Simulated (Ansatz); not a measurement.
**CH3AlF2: rigid scan of one bond length from a Python script**

How does the energy of CH3AlF2 change as one bond is stretched? A script is to give a rigid scan of one bond length; the system is CH3AlF2.

All numbers are computed with Ansatz 0.2.0, driven from Python. Level of theory: Hartree-Fock/def2-SVP.

**1. The system**

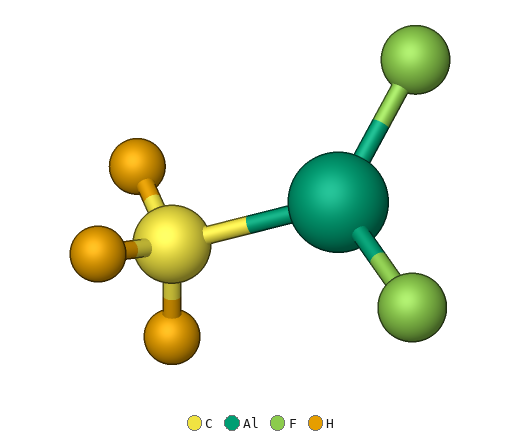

The structure that the script starts from, seen from a chosen angle (carbon yellow, aluminium teal, fluorine green, hydrogen amber).

The script holds or builds the structure itself.

**2. The script**

The input, ch3alf2_scan.py:

```python
"""Potential curve of CH3AlF2 along one bond."""

import ansatz as az
import matplotlib.pyplot as plt
import numpy as np

GEOMETRY = """
C    -0.22780    0.83090   -0.22960
Al    0.28170   -0.97160    0.25540
F     1.60970   -1.21290    1.40030
F    -0.48990   -2.37930   -0.45540
H    -1.11830    0.81680   -0.97710
H    -0.59780    1.43810    0.66760
H     0.60360    1.40990   -0.70670
"""

mol = az.Crystal.molecule()
for line in GEOMETRY.strip().splitlines():
    symbol, *xyz = line.split()
    mol = mol.atom(symbol, [float(v) for v in xyz])

symbols = [site.symbol for site in mol.cartesian_sites]
start = np.array([site.position_ang for site in mol.cartesian_sites])
axis = (start[6] - start[0]) / np.linalg.norm(start[6] - start[0])
moving = [6]
lengths, energies = [0.985, 1.03, 1.075, 1.12, 1.165, 1.209, 1.254, 1.321], []
for length in lengths:
    xyz = start.copy()
    xyz[moving] += (length - np.linalg.norm(start[6] - start[0])) * axis
    point = az.Crystal.molecule()
    for symbol, place in zip(symbols, xyz):
        point = point.atom(symbol, place.tolist())
    calculation = (
        point.calculation()
        .basis(gaussian="def2-SVP")
        .functional("hf")
    )
    rep = calculation.run(threads=1, pin="off").report
    energies.append(rep["free_energy_ev"])
    print(f"r = {length:6.3f} A  E = {energies[-1]:.5f} eV  <S^2> = {abs(rep['mean_field']['state']['spin_squared']):.3f}")

# quartic fit about the minimum
fit = np.polynomial.Polynomial.fit(lengths, np.array(energies) - min(energies), 4).convert()
roots = [r.real for r in fit.deriv().roots() if abs(r.imag) < 1e-9 and fit.deriv(2)(r.real) > 0]
r_e = min(roots, key=lambda r: abs(r - lengths[int(np.argmin(energies))]))
print(f"minimum of the fit at {r_e:.4f} A, force constant {fit.deriv(2)(r_e):.2f} eV/A^2")
plt.figure(figsize=(4.5, 3))
plt.plot(lengths, np.array(energies) - min(energies), "o-")
plt.xlabel("bond length (A)")
plt.ylabel("E - E(min) (eV)")
plt.tight_layout()
plt.savefig("scan.png", dpi=100)
```

**3. Running it**

Command:

```console
> python ch3alf2_scan.py
```

The program printed:

```text
r =  0.985 A  E = -13069.01711 eV  <S^2> = 0.000
r =  1.030 A  E = -13069.19454 eV  <S^2> = 0.000
r =  1.075 A  E = -13069.26776 eV  <S^2> = 0.000
r =  1.120 A  E = -13069.25981 eV  <S^2> = 0.000
r =  1.165 A  E = -13069.18900 eV  <S^2> = 0.000
r =  1.209 A  E = -13069.07296 eV  <S^2> = 0.000
r =  1.254 A  E = -13068.91776 eV  <S^2> = 0.000
r =  1.321 A  E = -13068.63742 eV  <S^2> = 0.000
minimum of the fit at 1.0921 A, force constant 36.51 eV/A^2
```

It took 5 s on 1 thread of Arm Neoverse V2, shared host; peak memory 0.21 GiB.

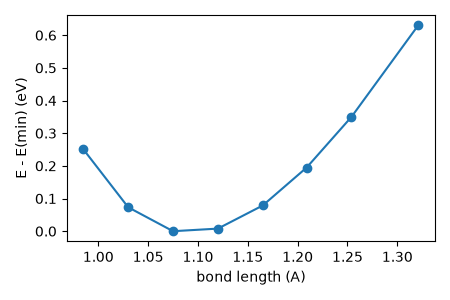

The script's own figure, scan.png.

**4. Run by run**

One row for each of the 8 runs:

```csv
run,distance (Å),energy from run 3 (eV),SCF cycles,CPU time (s)
1,0.98,0.2507,12,0.48
2,1.03,0.0732,12,0.48
3,1.07,0.0000,12,0.46
4,1.12,0.0080,12,0.46
5,1.17,0.0788,12,0.45
6,1.21,0.1948,12,0.46
7,1.25,0.3500,12,0.46
8,1.32,0.6303,13,0.47
```

**5. Outcome**

| quantity | value |
| --- | --- |
| bond length at the fit's minimum | 1.0921 Å |
| runs compared | 8 |
| range of energy | 0.630 eV |
| lowest point, distance (Å) | 1.07 |

The lowest point, at 1.07, lies inside the range. The ends stand 0.251 and 0.63 eV above it. The distance scanned is the script's pair 0, 6. Notes:
- The rest of the molecule is held rigid at a force-field or estimated start geometry, and the basis set is modest; single-reference methods fail as a bond breaks.
- The orbitals are restricted, so S² is zero by construction.
